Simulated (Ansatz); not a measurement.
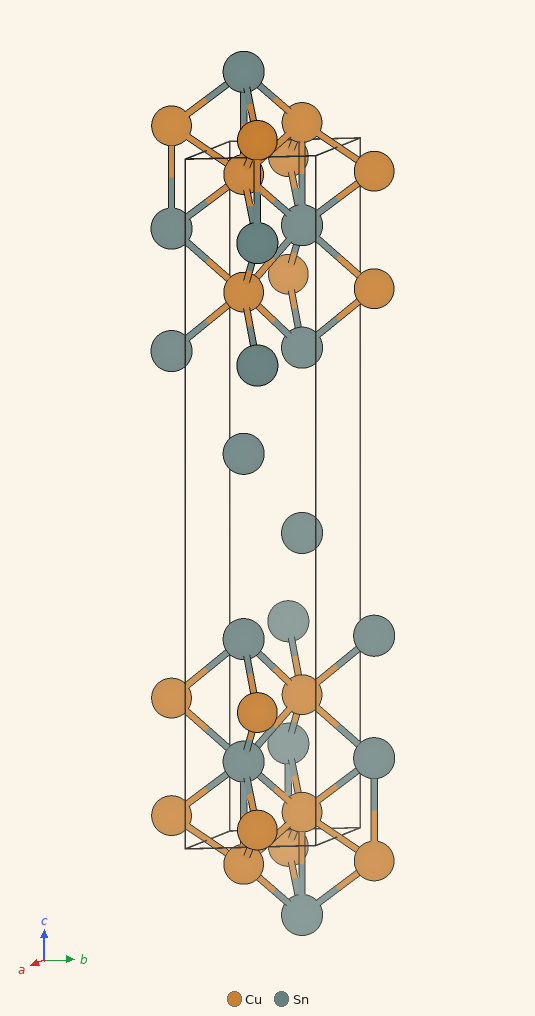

Drawn in the ball-and-stick manner and seen slightly off an axis. Atoms at the boundary of the simulation cell (the box) are drawn once for each face, edge or corner they touch. Bonded neighbours in the next cells are drawn too.

```
CELL_PARAMETERS angstrom
3.66569 0.00000 0.00000
-1.83285 3.17458 0.00000
0.00000 0.00000 19.26032
ATOMIC_POSITIONS crystal
Cu 0.33333 0.66667 0.03265
Cu 0.33333 0.66667 0.20306
Cu 0.66667 0.33333 0.96735
Cu 0.66667 0.33333 0.79694
Sn 0.33333 0.66667 0.88367
Sn 0.33333 0.66667 0.43747
Sn 0.33333 0.66667 0.70615
Sn 0.66667 0.33333 0.11633
Sn 0.66667 0.33333 0.29385
Sn 0.66667 0.33333 0.56253
```

The calculation used Ansatz, DFT PBE, scalar-relativistic, plane waves, PAW, with an energy cutoff of 420 eV, k-point mesh 12×12×2, Gaussian smearing of 0.1 eV, no spin polarisation.

**How charged are the atoms, by the Bader scheme?**

Cu -0.28 to -0.14 e; Sn 0.00 to +0.22 e. Little charge moves, as in a metallic or covalent solid.

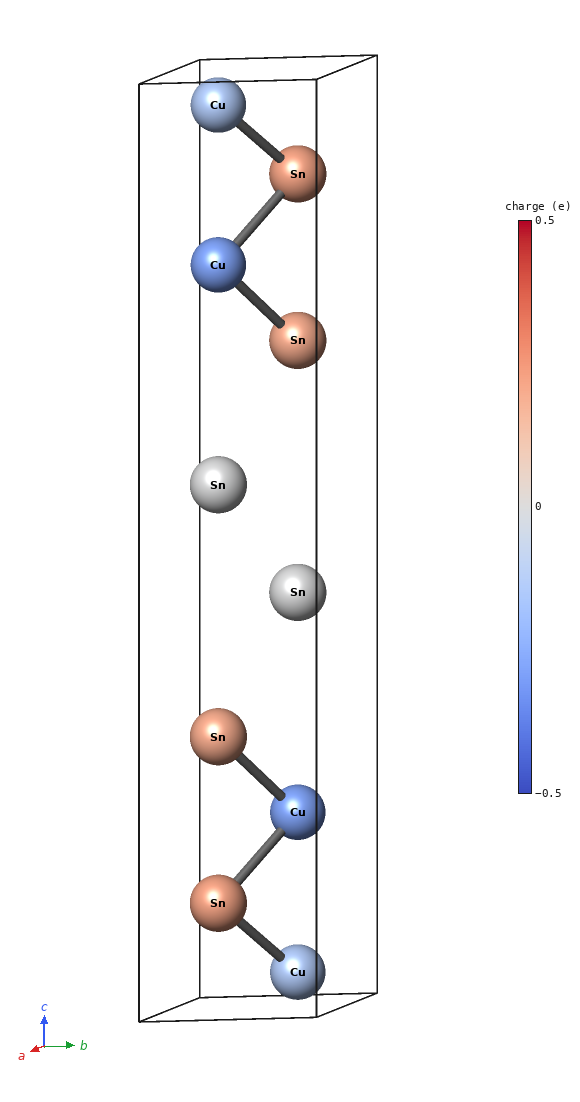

The atoms coloured by those charges.

Its origin is a structure type filled with these elements by a generator (whether the compound takes this form wasn't checked). Earlier steps of the study, as a rule a relaxation of our own, may have changed the cell and positions, so they can lie some per cent off the listed ones. It was run through Ansatz as a DFT input.
